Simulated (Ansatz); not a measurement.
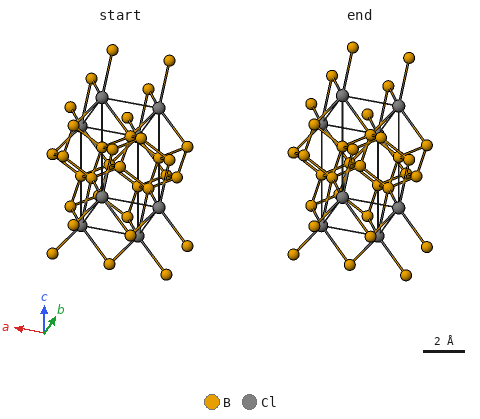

The structure of solid B4Cl (a generated structure, set up in P-4m2) (coarse preliminary run) before (left) and after (right) a relaxation, at one scale.

Style: ball-and-stick. Shown: the cell of the calculation, from a free direction.

Theory: DFT PBE, scalar-relativistic, plane waves, PAW in Ansatz 0.2.0. Settings: plane-wave cutoff 420 eV; k-point mesh 6 × 6 × 4; occupations gaussian; smearing width 0.1 eV; no spin polarisation; cell and atoms relaxed; force threshold 0.04 eV/Å; at most 70 steps.

> Describe what moved and what it gained.

The largest moves relative to the cell, 0.005 Å, are those of B atoms. Cl stays in place. Cell: a = b 2.984 → 2.950 Å (−1.2 %), c 5.647 → 5.786 Å (+2.5 %). Volume +0.1 %. Near-neighbour distances that change, for instance: B–Cl 2.409 → 2.431 Å. Among the angles between lasting bonds that change: B–B–B 116.0° → 113.9°. The space group stays P-4m2 (No. 115). After 3 accepted moves (4 points after the start) the energy has fallen by 9.6 meV per atom. Largest force component: 0.32 eV/Å at the start, 0.0024 eV/Å at the end. Pressure: 0.26 GPa at the start and −0.20 GPa at the end. The SCF was repeated once at an unchanged geometry on a basis and grid sized afresh for the cell, which shifted the energy by 0.1 meV per atom at most.
